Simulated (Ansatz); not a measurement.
# Geometry relaxation, with input and output: GaH4OF

System: GaH4OF.
Method: RKS PBE0-D4/def2-SVP (Ansatz 0.2.0).

It belongs to a series of runs on one base structure; here: end point B relaxed.

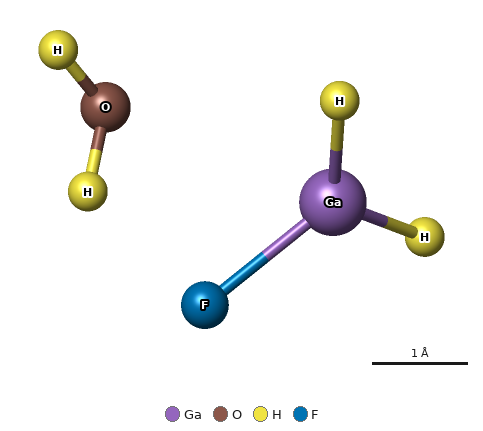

Figure 1. The starting structure (ball-and-stick view, seen at a tilt). Sticks mark near contacts. Bond lengths as drawn: F–Ga 1.74 Å, Ga–H 1.56 Å and H–O 0.96 to 0.99 Å.

Input file:
```yaml
crystal:
  periodic: [false, false, false]
  atoms:
    - { symbol: Ga, position_ang: [0.045592, 0.38998, -0.521776] }
    - { symbol: O, position_ang: [-0.026117, -0.013725, 2.423224] }
    - { symbol: H, position_ang: [-0.938138, -0.115582, 2.71842] }
    - { symbol: H, position_ang: [1.472065, -0.115883, -0.890936] }
    - { symbol: H, position_ang: [-1.382397, -0.124536, -0.881801] }
    - { symbol: F, position_ang: [0.023197, 1.905956, 0.32709] }
    - { symbol: H, position_ang: [0.045399, 0.94679, 2.216079] }
basis:
  gaussian: { orbitals: def2-SVP }
hamiltonian:
  xc: pbe0
  dispersion: d4
relax:
  f_tol: 0.03
  max_steps: 50
output:
  orbitals: {}
```

Command:
```bash
ansatz run input.yaml --threads 1 --pin off --max-ram 2048MiB --backend cpu --events-out ev --progress --plain --runs-dir out
```

The program's output:
```
The last accepted step is kept in [file] (removed where the run ends without a failure and the disk answers)
Engine: ansatz 0.2.0, aarch64-unknown-linux-gnu
Functional definition: PBE0
  parameter a = 0.25
  parameter kappa = 0.804
  parameter beta = 0.06672455060314922
  exchange = (1 - a)*pbe_x(kappa = kappa, mu = beta*pi^2/3) + a*exact_x
  correlation = pbe_c(beta = beta)
839 factors; integrals over basis functions are off by at most 6.5e-4 eV
mean field evaluation 1: about -57180.7906 eV, gradient 5.6e1 eV
mean field evaluation 2: about -57172.9438 eV, gradient 8.8e1 eV
mean field evaluation 4: about -57185.7354 eV, gradient 3.7e0 eV
mean field evaluation 8: about -57185.7638 eV, gradient 1.6e-1 eV
mean field -57185.76377884 eV, -2101.5380569693 hartree, gradient 1.7e-5 eV, S^2 0.000000; 0 other end points of the search recorded, 0 dependent functions left out
the calculation of the forces begins
reference -57185.76380805 eV, -2101.5380580428 hartree; 26, 26 occupied and 54, 54 virtual orbitals, 839 factors
relax step   1: F+E_penalty+E_count = -57185.83390917 eV  Δ(F+E_penalty+E_count) = +0.000e0 eV  max|allowed force component| = 1.075e0 eV/Å  Δτ_max = 0.0000 Å  (25 SCF iters, accepted)
these checks for a lower state are left out or cut short: starts, cluster_reference, orbital_swaps, neighbouring_geometries, increment
839 factors; integrals over basis functions are off by at most 7.4e-4 eV
mean field evaluation 16: about -57185.6229 eV, gradient 1.1e1 eV
mean field -57185.92379732 eV, -2101.5439375401 hartree, gradient 1.1e-5 eV, S^2 0.000000; 0 other end points of the search recorded, 0 dependent functions left out
the calculation of the forces begins
reference -57185.92382624 eV, -2101.5439386030 hartree; 26, 26 occupied and 54, 54 virtual orbitals, 839 factors
relax step   2: F+E_penalty+E_count = -57185.99639674 eV  Δ(F+E_penalty+E_count) = -1.625e-1 eV  max|allowed force component| = 9.782e-1 eV/Å  Δτ_max = 0.1950 Å  (28 SCF iters, accepted)
these checks for a lower state are left out or cut short: starts, cluster_reference, orbital_swaps, neighbouring_geometries, increment
839 factors; integrals over basis functions are off by at most 7.8e-4 eV
mean field -57186.12568978 eV, -2101.5513569513 hartree, gradient 2.6e-5 eV, S^2 0.000000; 0 other end points of the search recorded, 0 dependent functions left out
the calculation of the forces begins
reference -57186.12571828 eV, -2101.5513579985 hartree; 26, 26 occupied and 54, 54 virtual orbitals, 839 factors
relax step   3: F+E_penalty+E_count = -57186.20093154 eV  Δ(F+E_penalty+E_count) = -2.045e-1 eV  max|allowed force component| = 1.151e0 eV/Å  Δτ_max = 0.1955 Å  (28 SCF iters, accepted)
these checks for a lower state are left out or cut short: starts, cluster_reference, orbital_swaps, neighbouring_geometries, increment
839 factors; integrals over basis functions are off by at most 6.6e-4 eV
mean field evaluation 32: about -57186.2185 eV, gradient 1.7e-1 eV
mean field -57186.21868038 eV, -2101.5547742927 hartree, gradient 2.2e-5 eV, S^2 0.000000; 0 other end points of the search recorded, 0 dependent functions left out
the calculation of the forces begins
reference -57186.21870880 eV, -2101.5547753372 hartree; 26, 26 occupied and 54, 54 virtual orbitals, 839 factors
relax step   4: F+E_penalty+E_count = -57186.29571359 eV  Δ(F+E_penalty+E_count) = -9.478e-2 eV  max|allowed force component| = 1.027e0 eV/Å  Δτ_max = 0.1937 Å  (28 SCF iters, accepted)
these checks for a lower state are left out or cut short: starts, cluster_reference, orbital_swaps, neighbouring_geometries, increment
839 factors; integrals over basis functions are off by at most 5.8e-4 eV
mean field -57186.24778285 eV, -2101.5558437888 hartree, gradient 9.7e-6 eV, S^2 0.000000; 0 other end points of the search recorded, 0 dependent functions left out
the calculation of the forces begins
reference -57186.24781128 eV, -2101.5558448337 hartree; 26, 26 occupied and 54, 54 virtual orbitals, 839 factors
relax step   5: F+E_penalty+E_count = -57186.32448377 eV  Δ(F+E_penalty+E_count) = -2.877e-2 eV  max|allowed force component| = 3.363e-1 eV/Å  Δτ_max = 0.0442 Å  (29 SCF iters, accepted)
these checks for a lower state are left out or cut short: starts, cluster_reference, orbital_swaps, neighbouring_geometries, increment
839 factors; integrals over basis functions are off by at most 5.0e-4 eV
mean field -57186.25421843 eV, -2101.5560802920 hartree, gradient 1.0e-5 eV, S^2 0.000000; 0 other end points of the search recorded, 0 dependent functions left out
the calculation of the forces begins
reference -57186.25424684 eV, -2101.5560813362 hartree; 26, 26 occupied and 54, 54 virtual orbitals, 839 factors
relax step   6: F+E_penalty+E_count = -57186.33093687 eV  Δ(F+E_penalty+E_count) = -6.453e-3 eV  max|allowed force component| = 3.826e-2 eV/Å  Δτ_max = 0.0353 Å  (28 SCF iters, accepted)
these checks for a lower state are left out or cut short: starts, cluster_reference, orbital_swaps, neighbouring_geometries, increment
839 factors; integrals over basis functions are off by at most 4.8e-4 eV
mean field -57186.25480978 eV, -2101.5561020237 hartree, gradient 9.9e-6 eV, S^2 0.000000; 0 other end points of the search recorded, 0 dependent functions left out
the calculation of the forces begins
reference -57186.25483817 eV, -2101.5561030669 hartree; 26, 26 occupied and 54, 54 virtual orbitals, 839 factors
relax step   7: F+E_penalty+E_count = -57186.33155352 eV  Δ(F+E_penalty+E_count) = -6.167e-4 eV  max|allowed force component| = 3.377e-2 eV/Å  Δτ_max = 0.0169 Å  (29 SCF iters, accepted)
these checks for a lower state are left out or cut short: starts, cluster_reference, orbital_swaps, neighbouring_geometries, increment
839 factors; integrals over basis functions are off by at most 4.8e-4 eV
mean field -57186.25498873 eV, -2101.5561086002 hartree, gradient 1.3e-5 eV, S^2 0.000000; 0 other end points of the search recorded, 0 dependent functions left out
the calculation of the forces begins
reference -57186.25501710 eV, -2101.5561096427 hartree; 26, 26 occupied and 54, 54 virtual orbitals, 839 factors
relax step   8: F+E_penalty+E_count = -57186.33174728 eV  Δ(F+E_penalty+E_count) = -1.938e-4 eV  max|allowed force component| = 2.286e-2 eV/Å  Δτ_max = 0.0065 Å  (23 SCF iters, accepted)
839 factors; integrals over basis functions are off by at most 4.8e-4 eV
mean field evaluation 64: about -57186.2484 eV, gradient 1.0e-1 eV
```

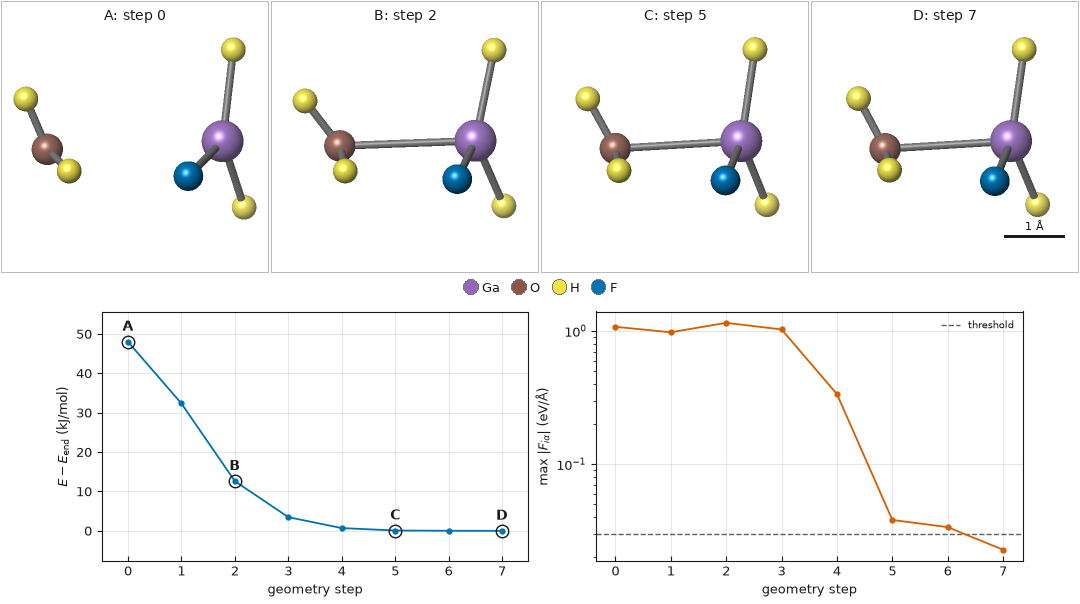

Figure 2. Frames of the relaxation (ball-and-stick view, seen at a tilt) above the curves, on which the letters mark them (the first geometry is step 0 here and step 1 in the log).

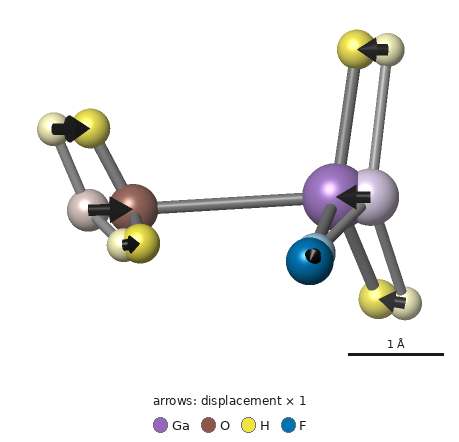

Figure 3. Start (faint) and end (solid) with the displacements as black arrows, at true length (ball-and-stick view, seen at a tilt). The two geometries are laid on each other by the best rigid fit. O2 moves most after the best rigid fit: 0.47 Å. Largest moves by element: O 0.47 Å, H 0.43 Å, Ga 0.37 Å, F 0.17 Å. Among the contacts that change: Ga1–O2 2.973 → 2.137 Å, Ga1–F6 1.738 → 1.809 Å, Ga1–H5 1.560 → 1.568 Å, O2–H7 0.985 → 0.979 Å. New bonds form: Ga1–O2 (2.97 → 2.14 Å). Among the angles that change: H3–O2–H7 103.7° → 106.0°, H4–Ga1–H5 132.6° → 130.5°. The energy falls by 48.0 kJ/mol in 7 geometry steps. Largest force component: 1.1 eV/Å at the start, 0.023 eV/Å at the end. (Atoms are counted from 1 in the order of the input.)

```
mean field -57186.25498873 eV, -2101.5561086002 hartree, gradient 1.3e-5 eV, S^2 0.000000; 1 other end points of the search recorded, 0 dependent functions left out
the calculation of the forces begins
reference -57186.25501710 eV, -2101.5561096427 hartree; 26, 26 occupied and 54, 54 virtual orbitals, 839 factors
Total energy: -57186.33177565 eV, -2101.5589304672 hartree
Atom 0 at     0.021082     0.328938    -0.161700 Å, force     0.001779    -0.012826     0.006147 eV/Å
Atom 1 at    -0.000413     0.046315     1.956399 Å, force     0.003394    -0.022864     0.003582 eV/Å
Atom 2 at    -0.852175    -0.236455     2.313285 Å, force     0.000905     0.006479     0.000823 eV/Å
Atom 3 at     1.418816    -0.188419    -0.621742 Å, force    -0.000544     0.001774    -0.002893 eV/Å
Atom 4 at    -1.420741    -0.142161    -0.557333 Å, force    -0.000374     0.002519    -0.003725 eV/Å
Atom 5 at     0.051920     2.043887     0.412402 Å, force    -0.001347     0.011457     0.003012 eV/Å
Atom 6 at     0.021113     1.020896     2.048988 Å, force    -0.003814     0.013462    -0.006946 eV/Å
Dipole moment:    -0.294194    -0.338087     0.482302 e Å
```

Trajectory as extended XYZ (Å, eV, eV/Å), 8 frames, from step=1 to step=8:
```
7
Properties=species:S:1:pos:R:3:forces:R:3 step=1 energy=-57185.83391
Ga    0.0456    0.3900   -0.5218    0.0049  -1.0754  -0.0762
O    -0.0261   -0.0137    2.4232    0.1012   0.7881  -0.6480
H    -0.9381   -0.1156    2.7184   -0.0088   0.0209  -0.0189
H     1.4721   -0.1159   -0.8909   -0.0063   0.0073  -0.0003
H    -1.3824   -0.1245   -0.8818   -0.0093  -0.0104  -0.0003
F     0.0232    1.9060    0.3271    0.0000   0.9867   0.6029
H     0.0454    0.9468    2.2161   -0.0817  -0.7173   0.1407
7
Properties=species:S:1:pos:R:3:forces:R:3 step=2 energy=-57185.99640
Ga    0.0428    0.3507   -0.4051   -0.1014  -0.5388   0.1638
O    -0.0482   -0.0166    2.2295   -0.6599   0.9782  -0.0215
H    -0.9070   -0.1147    2.6941    0.6556  -0.1441  -0.4881
H     1.4634   -0.1214   -0.8483   -0.0121  -0.0397   0.1247
H    -1.3806   -0.1311   -0.8371    0.0106  -0.0379   0.0873
F     0.0263    1.9381    0.3571    0.0324   0.5891   0.3040
H     0.0429    0.9679    2.2001    0.0748  -0.8068  -0.1701
7
Properties=species:S:1:pos:R:3:forces:R:3 step=3 energy=-57186.20093
Ga    0.0242    0.3284   -0.2379   -0.1095  -0.2066   0.0697
O    -0.0412   -0.0111    2.0342   -0.9277   1.1514   0.5489
H    -0.8692   -0.1533    2.5584    0.8526  -0.2294  -0.8258
H     1.4361   -0.1423   -0.7225   -0.0263  -0.0573   0.1840
H    -1.3906   -0.1365   -0.7245   -0.0091  -0.0341   0.1246
F     0.0347    2.0107    0.3657    0.0175   0.1923   0.2051
H     0.0456    0.9773    2.1168    0.2024  -0.8162  -0.3065
7
Properties=species:S:1:pos:R:3:forces:R:3 step=4 energy=-57186.29571
Ga    0.0003    0.3194   -0.1477    0.0736  -0.0539  -0.4026
O    -0.0086    0.0337    1.9110   -0.7047   0.2651   1.0272
H    -0.8455   -0.1888    2.3695    0.5235  -0.1434  -0.4494
H     1.4133   -0.1743   -0.6072   -0.0479  -0.0133   0.0403
H    -1.4149   -0.1517   -0.6291   -0.0260   0.0020   0.0650
F     0.0321    2.0300    0.4221   -0.0082   0.2153   0.0170
H     0.0628    1.0048    2.0716    0.1897  -0.2717  -0.2976
7
Properties=species:S:1:pos:R:3:forces:R:3 step=5 energy=-57186.32448
Ga    0.0100    0.3351   -0.1705    0.0428  -0.0298  -0.0223
O     0.0001    0.0374    1.9413   -0.3363   0.2698   0.3243
H    -0.8348   -0.2303    2.3585    0.2001  -0.0924  -0.1896
H     1.4154   -0.1915   -0.6055   -0.0268   0.0136  -0.0071
H    -1.4217   -0.1406   -0.5981    0.0018   0.0265   0.0223
F     0.0495    2.0501    0.4002   -0.0255  -0.0160   0.0081
H     0.0211    1.0127    2.0644    0.1439  -0.1718  -0.1357
7
Properties=species:S:1:pos:R:3:forces:R:3 step=6 energy=-57186.33094
Ga    0.0199    0.3314   -0.1659   -0.0339   0.0100   0.0162
O    -0.0018    0.0405    1.9524    0.0047   0.0383   0.0320
H    -0.8494   -0.2323    2.3265   -0.0054  -0.0207  -0.0252
H     1.4200   -0.1918   -0.6122    0.0006   0.0122  -0.0053
H    -1.4206   -0.1370   -0.5700    0.0050  -0.0068  -0.0038
F     0.0395    2.0489    0.4020    0.0238  -0.0339   0.0093
H     0.0321    1.0133    2.0575    0.0052   0.0009  -0.0232
7
Properties=species:S:1:pos:R:3:forces:R:3 step=7 energy=-57186.33155
Ga    0.0189    0.3285   -0.1608    0.0187   0.0063  -0.0050
O     0.0020    0.0477    1.9577   -0.0025  -0.0338  -0.0143
H    -0.8478   -0.2412    2.3139   -0.0102   0.0044   0.0124
H     1.4170   -0.1892   -0.6180    0.0036  -0.0072  -0.0062
H    -1.4223   -0.1398   -0.5624   -0.0007  -0.0001   0.0095
F     0.0538    2.0454    0.4069   -0.0117   0.0000   0.0114
H     0.0180    1.0216    2.0530    0.0028   0.0303  -0.0079
7
Properties=species:S:1:pos:R:3:forces:R:3 step=8 energy=-57186.33175
Ga    0.0211    0.3289   -0.1617    0.0018  -0.0128   0.0061
O    -0.0004    0.0463    1.9564    0.0034  -0.0229   0.0036
H    -0.8522   -0.2365    2.3133    0.0009   0.0065   0.0008
H     1.4188   -0.1884   -0.6217   -0.0005   0.0018  -0.0029
H    -1.4207   -0.1422   -0.5573   -0.0004   0.0025  -0.0037
F     0.0519    2.0439    0.4124   -0.0013   0.0115   0.0030
H     0.0211    1.0209    2.0490   -0.0038   0.0135  -0.0069
```

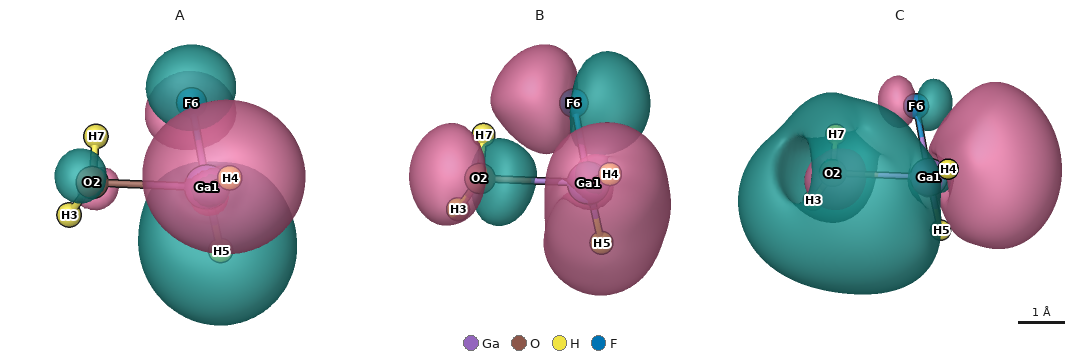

Figure 4. Three frontier orbitals at ±0.06 Å⁻³ᐟ² (teal and pink are the two phases). B is the HOMO−1 (−9.70 eV). It lies mainly on F6 (50 %), Ga1 (20 %) and O2 (15 %). A is the HOMO (−8.20 eV). By Hirshfeld shares it lies mainly on Ga1 (30 %), H5 (25 %), H4 (25 %) and F6 (15 %). C is the LUMO (0.02 eV). By Hirshfeld shares it lies mainly on Ga1 (55 %), H3 (15 %) and O2 (15 %). The HOMO–LUMO gap is 8.22 eV between the orbital energies.

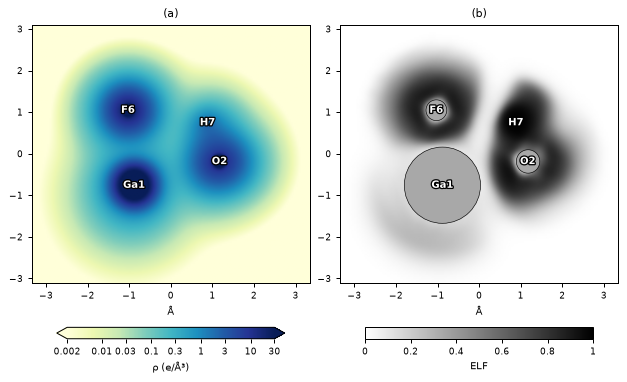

Figure 5. (a) electron density; (b) electron localisation function on the plane of atoms O2, Ga1 and F6. Grey discs, where drawn, cover atomic cores. The section cuts through Ga, O, F and H sites. Ga–F (1.81 Å): ρ at the midpoint is about 0.73 e/Å³; the ELF peaks at about 0.85 in the valence shell of F, 0.5 Å from its nucleus, and is about 0.15 at the midpoint.

Summary:

- outcome: converged
- total energy: −57186.3318 eV
- mean-field energy: −57186.2550 eV
- largest force (length of the vector) at the end: 0.023 eV/Å
- hardware: 1 thread of Arm Neoverse N1, 24 GiB of memory available, shared host
- wall time: 44 s
- peak memory: 0.16 GiB
